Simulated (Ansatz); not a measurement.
Amorphous silicon oxynitride (Si45O18N48)

Preparation: random packing, a CHGNet melt and quench, and a DFT relaxation. O and N atoms were pushed apart under 1.9 Å during the dynamics, to hinder bonds among them. The hot cell started wider than the set density and was brought back towards it in steps. It is the lowest in DFT energy of 2 quenches. It is a model cell: composition and starting density were chosen by hand, and all elements were melted together. No dispersion term was used.

Methods: PBE, scalar-relativistic without spin-orbit coupling (Ansatz, an electronic-structure program); r2SCAN, scalar-relativistic without spin-orbit coupling (Ansatz). Geometry, pressure, stress and energy are those of the PBE run. Its sampling: a 2×2×2 Γ-centred mesh; Fermi-Dirac width 0.02 eV; no spin polarisation. Other functionals are single points at the zone centre (r2SCAN at 500 eV), free to take moments where seeds were set. At PBE the levels at both edges of the gap are localised (band-tail or defect states), and the nearest spread-out levels lie 2.8 eV apart at the zone centre.

- Number of atoms in the cell = 111
- Density (volume relaxed, without dispersion) = 2.61 g/cm³
- Volume per atom = 86.0 bohr³
- Pressure on a 2×2×2 Γ-centred mesh = 0.05 GPa
- Largest force and stress component on that mesh (the relaxation ran on the zone centre alone) = 0.05 eV/Å and 0.1 GPa
- Gap between localised states on a 2×2×2 Γ-centred mesh (PBE) = 1.26 eV
- Gap between localised states at the zone centre (PBE) = 1.26 eV
- Gap between localised states at the zone centre (r2SCAN) = 1.61 eV

Bonds are counted up to Si-Si 2.60 Å, Si-O 1.94 Å, Si-N 2.12 Å, O-O 1.58 Å, O-N 1.64 Å, N-N 1.70 Å. Two cations that share two anions don't count as bonded, nor two that share one unless they lie closer than Si-Si 2.38 Å.

```
Property                                                          Result
---------------------------------  -------------------------------------
Mean coordination of Si by anions   4.00 (2 with 3, 41 with 4, 2 with 5)
Mean coordination of O                                  2.00 (18 with 2)
Mean coordination of N              3.00 (3 with 2, 42 with 3, 3 with 4)
Mean Si-N bond                     1.763 Å (spread 0.072 Å, 144 counted)
Mean Si-O bond                      1.648 Å (spread 0.038 Å, 36 counted)
```

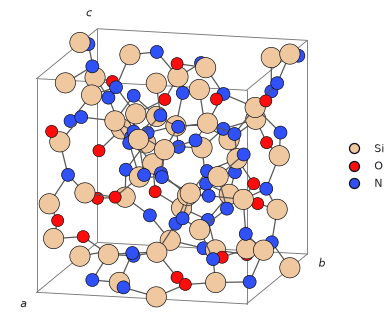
Figure: The relaxed cell

Its density started from a set value of 2.60 g/cm³. The quench (nominally 130 K/ps over its main leg) was far faster than any real one, so the model tends to hold more defects than a real film. A cell of this size samples the disorder only roughly. Volume and shape were free in the relaxation.
